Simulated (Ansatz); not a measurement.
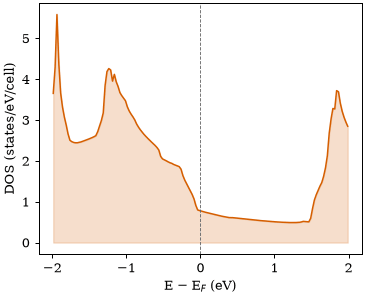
Density of states of Ir₂P (Fm-3m) near the Fermi level, Ansatz (a first-principles code) with PBEsol, rigid bands.

With 3 atoms a cell, what bare Sommerfeld coefficient γ = (π²/3) k_B² N(E_F) follows?

N(E_F) ≈ 0.80 states/eV a cell at 300 K, so γ ≈ 0.63 mJ/(mol of atoms·K²), before many-body enhancement (phonons, spin fluctuations, correlation).

How far does the Fermi level move in a rigid band for 0.1 electron a cell added or removed?

133 meV and -106 meV.

A metal at this level (no band gap); rigid bands, thermally averaged at 300 K, both spins. Spin-orbit coupling is left out, which matters with elements this heavy. Geometry: cell and atoms relaxed with PBEsol.

Formula and space group known from diffraction (Crystallography Open Database), not checked to be the room-temperature form: Ir2P (Fm-3m).
